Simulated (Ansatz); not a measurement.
**AlGaHO (quartet): B2PLYP, RPA-PBE over vertical spin and charge gaps, cc-pVTZ**

Aim: run AlGaHO (quartet) with these functionals over vertical spin and charge gaps, and hold them against the top wave-function level at the same points.

The runs use Ansatz 0.2.0, Gaussian basis; cc-pVTZ, all electrons in the functionals, frozen cores in the correlation of double hybrids and RPA.

Plan: B2PLYP, RPA-PBE, at charge 0, quartet; charge 0, doublet; charge 0, sextet; charge 1, triplet; charge 1, quintet.

6 further runs of the same task are left out: 1 for a known fault of the program, 5 set aside as unsound or not needed. Runs told in other sessions of the task aren't counted.

### Step 1. What is computed

The geometry is a PBE0/def2-TZVP stationary point (not a proven minimum). No spin-orbit coupling is included. The filled d shell of Ga may be among the frozen orbitals whatever the setting's name suggests.

4 atoms, charge 0, spin multiplicity 4.

Atoms are counted from 1 here; the program's logs count them from 0.

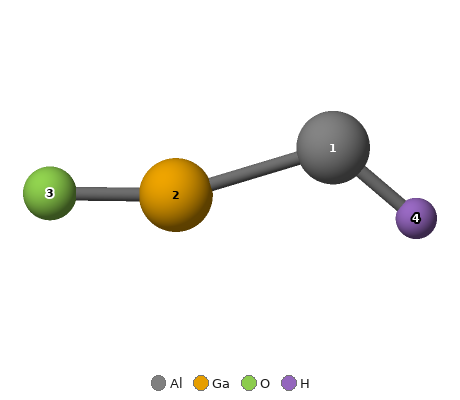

The geometry (aluminium grey, gallium amber, oxygen green, hydrogen purple); atoms are numbered from 1 in the order of the file.

No dispersion term is added.

The geometry shown and the zero of energy belong to the point charge 0, quartet. The yardstick, UCCSDT(Q), and other wave-function levels (R restricted, U unrestricted, valence and pair active spaces) come from earlier runs.

### Step 2. B2PLYP, charge 0, quartet

in.yaml reads:

```yaml
crystal:
  periodic: [false, false, false]
  atoms:
    - {symbol: Al, position_ang: [0.000000, -0.205088, 2.032524]}
    - {symbol: Ga, position_ang: [0.000000, 0.111802, -0.338783]}
    - {symbol: O, position_ang: [0.000000, -0.204871, -2.144071]}
    - {symbol: H, position_ang: [0.000000, 1.008195, 3.059873]}
basis:
  gaussian: {orbitals: cc-pVTZ}
magnetization: {spin_polarized: true, initial_magnetization: 3}
hamiltonian: {xc: {name: B2PLYP}}
correlation: {electrons: outside_noble_gas}
```

On the command line:

```
$ ansatz run in.yaml --threads 2 --pin off --events-out ev --progress --plain --max-ram 24576MiB --backend cuda --devices 0, --max-vram 18GiB
```

Output:

```text
Functional definition: B2PLYP
  name "B2PLYP"
  cite "Grimme, J. Chem. Phys. 124, 034108 (2006) doi:10.1063/1.2148954"
  cite "Becke, Phys. Rev. A 38, 3098 (1988) doi:10.1103/PhysRevA.38.3098"
  cite "Lee, Yang & Parr, Phys. Rev. B 37, 785 (1988) doi:10.1103/PhysRevB.37.785"
  parameter a = 0.53
  parameter c = 0.27
  exchange = (1 - a)*b88_x + a*exact_x
  correlation = (1 - c)*lyp_c + c*(mp2_os + mp2_ss)
767 factors; integrals over basis functions are off by at most 8.0e-4 eV
mean field evaluation 1: about -61007.6342 eV, gradient 4.2e1 eV
mean field evaluation 2: about -61007.6709 eV, gradient 4.2e1 eV
mean field evaluation 4: about -61014.2283 eV, gradient 1.4e1 eV
mean field evaluation 8: about -61017.0270 eV, gradient 1.3e0 eV
mean field evaluation 16: about -61017.9313 eV, gradient 4.5e-2 eV
mean field evaluation 32: about -61017.9912 eV, gradient 1.7e-3 eV
mean field evaluation 64: about -61017.9651 eV, gradient 1.1e-1 eV
mean field evaluation 96: about -60943.0143 eV, gradient 5.9e1 eV
mean field -61017.99124692 eV, -2242.3698188445 hartree, gradient 9.9e-7 eV, S^2 3.768353; 6 other end points of the search recorded, 0 dependent functions left out
20 core orbitals not correlated, not the lowest: weight in the atoms' cores, before any rotation towards them, 0.606 or more for the frozen orbitals, at most 0.391 for the correlated occupied ones
reference -61017.99138750 eV, -2242.3698240107 hartree; 8, 5 occupied and 93, 96 virtual orbitals, 767 factors
second order -10.05725604 eV of doubles, -0.00000000 eV of singles
Total energy: -61020.70684663 eV, -2242.4696152932 hartree
```

It took 4.2 s on 1 × H100 (card shared with other runs) with 2 threads of AMD EPYC 7R13, shared host; peak host memory 0.79 GiB.

From the report: ⟨S²⟩ of the determinant 3.768 (pure quartet: 3.75).

### Step 3. B2PLYP, charge 0, doublet

Changes to in.yaml since step 2:

```diff
@@ -9,3 +9,3 @@
   gaussian: {orbitals: cc-pVTZ}
-magnetization: {spin_polarized: true, initial_magnetization: 3}
+magnetization: {spin_polarized: true, initial_magnetization: 1}
 hamiltonian: {xc: {name: B2PLYP}}
```

The command is unchanged.

Output (excerpt; [...] marks lines left out):

```text
Functional definition: B2PLYP
  name "B2PLYP"
  cite "Grimme, J. Chem. Phys. 124, 034108 (2006) doi:10.1063/1.2148954"
  cite "Becke, Phys. Rev. A 38, 3098 (1988) doi:10.1103/PhysRevA.38.3098"
  cite "Lee, Yang & Parr, Phys. Rev. B 37, 785 (1988) doi:10.1103/PhysRevB.37.785"
[...]
767 factors; integrals over basis functions are off by at most 8.0e-4 eV
[...]
mean field -61018.62355001 eV, -2242.3930555544 hartree, gradient 5.6e-6 eV, S^2 0.887057; 7 other end points of the search recorded, 0 dependent functions left out
20 core orbitals not correlated: weight in the atoms' cores, before any rotation towards them, 0.556 or more for the frozen orbitals, at most 0.441 for the correlated occupied ones
reference -61018.62369557 eV, -2242.3930609035 hartree; 7, 6 occupied and 94, 95 virtual orbitals, 767 factors
second order -13.60794131 eV of doubles, -0.00000000 eV of singles
Total energy: -61022.29783972 eV, -2242.5280832107 hartree
```

Wall time 9.5 s (1 × H100 (card shared with other runs) with 2 threads of AMD EPYC 7R13, shared host); peak host memory 0.79 GiB.

From the report: ⟨S²⟩ of the determinant 0.887 (pure doublet: 0.75).

From charge 0, quartet: -36.7 kcal/mol.

### Step 4. B2PLYP, charge 0, sextet

Changes to in.yaml since step 3:

```diff
@@ -9,3 +9,3 @@
   gaussian: {orbitals: cc-pVTZ}
-magnetization: {spin_polarized: true, initial_magnetization: 1}
+magnetization: {spin_polarized: true, initial_magnetization: 5}
 hamiltonian: {xc: {name: B2PLYP}}
```

Same command.

Output (excerpt; [...] marks lines left out):

```text
Functional definition: B2PLYP
  name "B2PLYP"
  cite "Grimme, J. Chem. Phys. 124, 034108 (2006) doi:10.1063/1.2148954"
  cite "Becke, Phys. Rev. A 38, 3098 (1988) doi:10.1103/PhysRevA.38.3098"
  cite "Lee, Yang & Parr, Phys. Rev. B 37, 785 (1988) doi:10.1103/PhysRevB.37.785"
[...]
767 factors; integrals over basis functions are off by at most 8.0e-4 eV
[...]
mean field -61013.38071705 eV, -2242.2003849969 hartree, gradient 1.6e-6 eV, S^2 8.780209; 6 other end points of the search recorded, 0 dependent functions left out
20 core orbitals not correlated, not the lowest: weight in the atoms' cores, before any rotation towards them, 0.617 or more for the frozen orbitals, at most 0.383 for the correlated occupied ones
reference -61013.38085774 eV, -2242.2003901668 hartree; 9, 4 occupied and 92, 97 virtual orbitals, 767 factors
second order -9.55896132 eV of doubles, -0.00000000 eV of singles
Total energy: -61015.96177729 eV, -2242.2952372111 hartree
```

Wall time 4.5 s (1 × H100 (card shared with other runs) with 2 threads of AMD EPYC 7R13, shared host); peak host memory 0.79 GiB.

From the report: ⟨S²⟩ of the determinant 8.780 (pure sextet: 8.75).

From charge 0, quartet: +109.4 kcal/mol.

### Step 5. B2PLYP, charge 1, triplet

Changes to in.yaml since step 4:

```diff
@@ -9,3 +9,4 @@
   gaussian: {orbitals: cc-pVTZ}
-magnetization: {spin_polarized: true, initial_magnetization: 5}
+total_charge: 1
+magnetization: {spin_polarized: true, initial_magnetization: 2}
 hamiltonian: {xc: {name: B2PLYP}}
```

The command is unchanged.

Output (excerpt; [...] marks lines left out):

```text
Functional definition: B2PLYP
  name "B2PLYP"
  cite "Grimme, J. Chem. Phys. 124, 034108 (2006) doi:10.1063/1.2148954"
  cite "Becke, Phys. Rev. A 38, 3098 (1988) doi:10.1103/PhysRevA.38.3098"
  cite "Lee, Yang & Parr, Phys. Rev. B 37, 785 (1988) doi:10.1103/PhysRevB.37.785"
[...]
767 factors; integrals over basis functions are off by at most 8.0e-4 eV
[...]
mean field -61011.37212449 eV, -2242.1265705816 hartree, gradient 5.2e-7 eV, S^2 2.021696; 6 other end points of the search recorded, 0 dependent functions left out
20 core orbitals not correlated, not the lowest: weight in the atoms' cores, before any rotation towards them, 0.756 or more for the frozen orbitals, at most 0.240 for the correlated occupied ones
reference -61011.37227038 eV, -2242.1265759431 hartree; 7, 5 occupied and 94, 96 virtual orbitals, 767 factors
second order -9.62941226 eV of doubles, -0.00000000 eV of singles
Total energy: -61013.97221169 eV, -2242.2221220240 hartree
```

Wall time 4.7 s (1 × H100 (card shared with other runs) with 2 threads of AMD EPYC 7R13, shared host); peak host memory 0.79 GiB.

From the report: ⟨S²⟩ of the determinant 2.022 (pure triplet: 2.00).

From charge 0, quartet: +155.3 kcal/mol.

### Step 6. B2PLYP, charge 1, quintet

Changes to in.yaml since step 5:

```diff
@@ -10,3 +10,3 @@
 total_charge: 1
-magnetization: {spin_polarized: true, initial_magnetization: 2}
+magnetization: {spin_polarized: true, initial_magnetization: 4}
 hamiltonian: {xc: {name: B2PLYP}}
```

The command is unchanged.

Output (excerpt; [...] marks lines left out):

```text
Functional definition: B2PLYP
  name "B2PLYP"
  cite "Grimme, J. Chem. Phys. 124, 034108 (2006) doi:10.1063/1.2148954"
  cite "Becke, Phys. Rev. A 38, 3098 (1988) doi:10.1103/PhysRevA.38.3098"
  cite "Lee, Yang & Parr, Phys. Rev. B 37, 785 (1988) doi:10.1103/PhysRevB.37.785"
[...]
767 factors; integrals over basis functions are off by at most 8.0e-4 eV
[...]
mean field -61007.76650951 eV, -2241.9940666751 hartree, gradient 3.4e-6 eV, S^2 6.048160; 8 other end points of the search recorded, 0 dependent functions left out
20 core orbitals not correlated, not the lowest: weight in the atoms' cores, before any rotation towards them, 0.718 or more for the frozen orbitals, at most 0.282 for the correlated occupied ones
reference -61007.76665178 eV, -2241.9940719033 hartree; 8, 4 occupied and 93, 97 virtual orbitals, 767 factors
second order -9.28581938 eV of doubles, -0.00000000 eV of singles
Total energy: -61010.27382301 eV, -2242.0862087467 hartree
```

Run time: 7 s. Hardware: 1 × H100 (card shared with other runs) with 2 threads of AMD EPYC 7R13, shared host; peak host memory 0.79 GiB.

From the report: ⟨S²⟩ of the determinant 6.048 (pure quintet: 6.00).

From charge 0, quartet: +240.6 kcal/mol.

### Step 7. RPA-PBE, charge 0, quartet

Changes to in.yaml since step 6:

```diff
@@ -9,5 +9,4 @@
   gaussian: {orbitals: cc-pVTZ}
-total_charge: 1
-magnetization: {spin_polarized: true, initial_magnetization: 4}
-hamiltonian: {xc: {name: B2PLYP}}
-correlation: {electrons: outside_noble_gas}
+magnetization: {spin_polarized: true, initial_magnetization: 3}
+hamiltonian: {xc: {name: PBE}}
+correlation: {method: rpa, electrons: outside_noble_gas}
```

Same command.

Output (excerpt; [...] marks lines left out):

```text
Functional definition: PBE
  name "PBE"
  cite "Perdew, Burke & Ernzerhof, Phys. Rev. Lett. 77, 3865 (1996) doi:10.1103/PhysRevLett.77.3865"
  parent pbe
[...]
767 factors; integrals over basis functions are off by at most 8.0e-4 eV
[...]
mean field -61022.77253446 eV, -2242.5455279205 hartree, gradient 4.6e-8 eV, S^2 3.756263; 12 other end points of the search recorded, 0 dependent functions left out
20 core orbitals not correlated, not the lowest: weight in the atoms' cores, before any rotation towards them, 0.759 or more for the frozen orbitals, at most 0.235 for the correlated occupied ones
reference -60968.62920767 eV, -2240.5557973608 hartree; 8, 5 occupied and 93, 96 virtual orbitals, 767 factors
Total energy: -60984.03437359 eV, -2241.1219267663 hartree
```

It took 7.5 s on 1 × H100 (card shared with other runs) with 2 threads of AMD EPYC 7R13, shared host; peak host memory 0.85 GiB.

From the report: ⟨S²⟩ of the determinant 3.756 (pure quartet: 3.75).

### Step 8. RPA-PBE, charge 0, doublet

Changes to in.yaml since step 7:

```diff
@@ -9,3 +9,3 @@
   gaussian: {orbitals: cc-pVTZ}
-magnetization: {spin_polarized: true, initial_magnetization: 3}
+magnetization: {spin_polarized: true, initial_magnetization: 1}
 hamiltonian: {xc: {name: PBE}}
```

Same command.

Output (excerpt; [...] marks lines left out):

```text
Functional definition: PBE
  name "PBE"
  cite "Perdew, Burke & Ernzerhof, Phys. Rev. Lett. 77, 3865 (1996) doi:10.1103/PhysRevLett.77.3865"
  parent pbe
[...]
767 factors; integrals over basis functions are off by at most 8.0e-4 eV
[...]
mean field -61024.53379822 eV, -2242.6102531698 hartree, gradient 2.8e-6 eV, S^2 0.755984; 10 other end points of the search recorded, 0 dependent functions left out
20 core orbitals not correlated, not the lowest: weight in the atoms' cores, before any rotation towards them, 0.534 or more for the frozen orbitals, at most 0.462 for the correlated occupied ones
reference -60967.59592591 eV, -2240.5178249563 hartree; 7, 6 occupied and 94, 95 virtual orbitals, 767 factors
Total energy: -60985.59742478 eV, -2241.1793678380 hartree
```

It took 8 s on 1 × H100 (card shared with other runs) with 2 threads of AMD EPYC 7R13, shared host; peak host memory 0.85 GiB.

From the report: ⟨S²⟩ of the determinant 0.756 (pure doublet: 0.75).

From charge 0, quartet: -36.0 kcal/mol.

### Step 9. RPA-PBE, charge 0, sextet

Changes to in.yaml since step 8:

```diff
@@ -9,3 +9,3 @@
   gaussian: {orbitals: cc-pVTZ}
-magnetization: {spin_polarized: true, initial_magnetization: 1}
+magnetization: {spin_polarized: true, initial_magnetization: 5}
 hamiltonian: {xc: {name: PBE}}
```

The command is unchanged.

Output (excerpt; [...] marks lines left out):

```text
Functional definition: PBE
  name "PBE"
  cite "Perdew, Burke & Ernzerhof, Phys. Rev. Lett. 77, 3865 (1996) doi:10.1103/PhysRevLett.77.3865"
  parent pbe
[...]
767 factors; integrals over basis functions are off by at most 8.0e-4 eV
[...]
mean field -61018.31173246 eV, -2242.3815964708 hartree, gradient 1.1e-7 eV, S^2 8.756752; 14 other end points of the search recorded, 0 dependent functions left out
20 core orbitals not correlated, not the lowest: weight in the atoms' cores, before any rotation towards them, 0.795 or more for the frozen orbitals, at most 0.206 for the correlated occupied ones
reference -60964.33099508 eV, -2240.3978409616 hartree; 9, 4 occupied and 92, 97 virtual orbitals, 767 factors
Total energy: -60979.60477930 eV, -2240.9591421787 hartree
```

Run time: 8.5 s. Hardware: 1 × H100 (card shared with other runs) with 2 threads of AMD EPYC 7R13, shared host; peak host memory 0.86 GiB.

From the report: ⟨S²⟩ of the determinant 8.757 (pure sextet: 8.75).

From charge 0, quartet: +102.1 kcal/mol.

### Step 10. RPA-PBE, charge 1, triplet

Changes to in.yaml since step 9:

```diff
@@ -9,3 +9,4 @@
   gaussian: {orbitals: cc-pVTZ}
-magnetization: {spin_polarized: true, initial_magnetization: 5}
+total_charge: 1
+magnetization: {spin_polarized: true, initial_magnetization: 2}
 hamiltonian: {xc: {name: PBE}}
```

Same command.

Output (excerpt; [...] marks lines left out):

```text
Functional definition: PBE
  name "PBE"
  cite "Perdew, Burke & Ernzerhof, Phys. Rev. Lett. 77, 3865 (1996) doi:10.1103/PhysRevLett.77.3865"
  parent pbe
[...]
767 factors; integrals over basis functions are off by at most 8.0e-4 eV
[...]
mean field -61015.87301245 eV, -2242.2919751634 hartree, gradient 3.9e-6 eV, S^2 2.008331; 13 other end points of the search recorded, 0 dependent functions left out
20 core orbitals not correlated, not the lowest: weight in the atoms' cores, before any rotation towards them, 0.586 or more for the frozen orbitals, at most 0.409 for the correlated occupied ones
reference -60962.18036763 eV, -2240.3188068605 hartree; 7, 5 occupied and 94, 96 virtual orbitals, 767 factors
Total energy: -60976.96582165 eV, -2240.8621622736 hartree
```

Wall time 6 s (1 × H100 (card shared with other runs) with 2 threads of AMD EPYC 7R13, shared host); peak host memory 0.86 GiB.

From the report: ⟨S²⟩ of the determinant 2.008 (pure triplet: 2.00).

From charge 0, quartet: +163.0 kcal/mol.

### Step 11. RPA-PBE, charge 1, quintet

Changes to in.yaml since step 10:

```diff
@@ -10,3 +10,3 @@
 total_charge: 1
-magnetization: {spin_polarized: true, initial_magnetization: 2}
+magnetization: {spin_polarized: true, initial_magnetization: 4}
 hamiltonian: {xc: {name: PBE}}
```

Launched as before.

Output (excerpt; [...] marks lines left out):

```text
Functional definition: PBE
  name "PBE"
  cite "Perdew, Burke & Ernzerhof, Phys. Rev. Lett. 77, 3865 (1996) doi:10.1103/PhysRevLett.77.3865"
  parent pbe
[...]
767 factors; integrals over basis functions are off by at most 8.0e-4 eV
[...]
mean field -61012.57958561 eV, -2242.1709439595 hartree, gradient 6.6e-8 eV, S^2 6.009509; 12 other end points of the search recorded, 0 dependent functions left out
20 core orbitals not correlated, not the lowest: weight in the atoms' cores, before any rotation towards them, 0.711 or more for the frozen orbitals, at most 0.285 for the correlated occupied ones
reference -60958.61414783 eV, -2240.1877507001 hartree; 8, 4 occupied and 93, 97 virtual orbitals, 767 factors
Total energy: -60973.66302996 eV, -2240.7407869179 hartree
```

Wall time 24 s (1 × H100 (card shared with other runs) with 2 threads of AMD EPYC 7R13, shared host); peak host memory 0.85 GiB.

From the report: ⟨S²⟩ of the determinant 6.010 (pure quintet: 6.00).

From charge 0, quartet: +239.2 kcal/mol.

### Step 12. Against the wave-function levels

The yardstick is UCCSDT(Q), where the cluster series has nearly closed. It comes from earlier runs at the same points. Energies in kcal/mol, counted from charge 0, quartet; blanks weren't run or aren't comparable.

| level | quartet to doublet | quartet to sextet | ionisation to the triplet cation | ionisation to the quintet cation |
| --- | --- | --- | --- | --- |
| UCCSDT(Q) |  |  | 157.5 |  |
| B2PLYP | -36.7 | 109.4 | 155.3 | 240.6 |
| RPA-PBE | -36.0 | 102.1 | 163.0 | 239.2 |

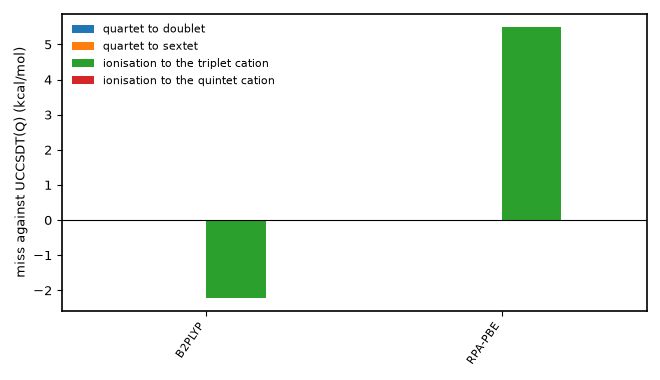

Misses of the gaps against UCCSDT(Q).

Largest miss and mean time a point (UCCSDT(Q) took 76 s a point; shared hosts):

| level | largest miss (kcal/mol) | where | time a point |
| --- | --- | --- | --- |
| B2PLYP | -2.2 | ionisation to the triplet cation | 6 s |
| RPA-PBE | +5.5 | ionisation to the triplet cation | 11 s |

### Step 13. Summary of results

```
                                   quantity                                             value
ionisation to the triplet cation, UCCSDT(Q)                                    157.5 kcal/mol
                       largest miss, B2PLYP  -2.2 kcal/mol (ionisation to the triplet cation)
                      largest miss, RPA-PBE  +5.5 kcal/mol (ionisation to the triplet cation)
```

**Reading.** Misses are known at 1 of 4 points at best, and only functionals with that many are ranked. Of the functionals, B2PLYP keep the smallest largest miss at the points compared (at most 2.2 kcal/mol) and RPA-PBE strays most (5.5 kcal/mol, at ionisation to the triplet cation). Functionals and the yardstick converge differently with the basis, so part of each miss in cc-pVTZ is the basis.
